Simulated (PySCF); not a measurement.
System: C7H16AlN.

Input

```
{"job": {"kind": "nmr", "xc": "PBE0", "basis": "pcSseg-1"}, "charge": 0, "multiplicity": 1}
C      2.826455    -0.820893    -0.341617
C      1.741567    -0.229426     0.157747
C      0.503886     0.058343    -0.639989
C      0.289110     1.578493    -0.757641
C     -0.129582     2.191362     0.586610
Al    -1.122282     0.760413     1.578648
N     -0.711167    -0.547693     0.000302
C     -0.491602    -1.932963     0.428031
C     -1.849347    -0.504336    -0.927260
H      2.857011    -1.183331    -1.374561
H      3.729024    -0.955827     0.259613
H      1.744565     0.127187     1.195337
H      0.621083    -0.395445    -1.643206
H      1.217867     2.009440    -1.169286
H     -0.481223     1.767277    -1.522988
H     -0.705545     3.115590     0.421487
H      0.760555     2.490307     1.166561
H     -0.365873     0.079756     2.826730
H     -2.729190     0.765705     1.631941
H      0.316139    -1.978181     1.167158
H     -0.229261    -2.576278    -0.430560
H     -1.411267    -2.313465     0.893425
H     -2.727295    -0.953031    -0.445573
H     -1.616451    -1.057887    -1.854606
H     -2.102550     0.531716    -1.181375
```

Run with:

```sh
OMP_NUM_THREADS=1 python probes_run.py task.json out
```

Geometry: PBE0-D3(BJ)/def2-SVP.

Method: PySCF, PBE0/pcSseg-1, SCF density, gas phase, non-relativistic.

**What can the converged electron density and electron localisation function tell about the bonding?**

C–N (1.47 Å): ρ is about 1.9 e/Å³ halfway; the ELF peaks at about 0.95 between the atoms, as expected for a shared electron pair.
C–H (1.10 Å): ρ is about 1.9 e/Å³ halfway; the ELF climbs to about 1 towards the hydrogen, as it does in any bond to H (a covalent bond by its length).

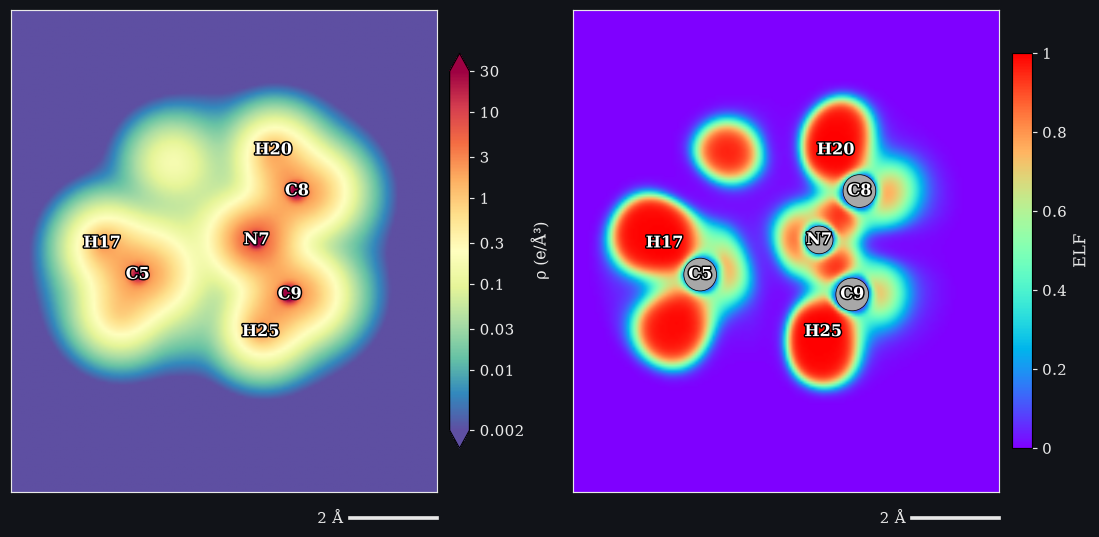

Computed electron density and electron localisation function on the plane of atoms N7, C9 and H25, in this order. Grey discs cover the atomic cores in the ELF map. 
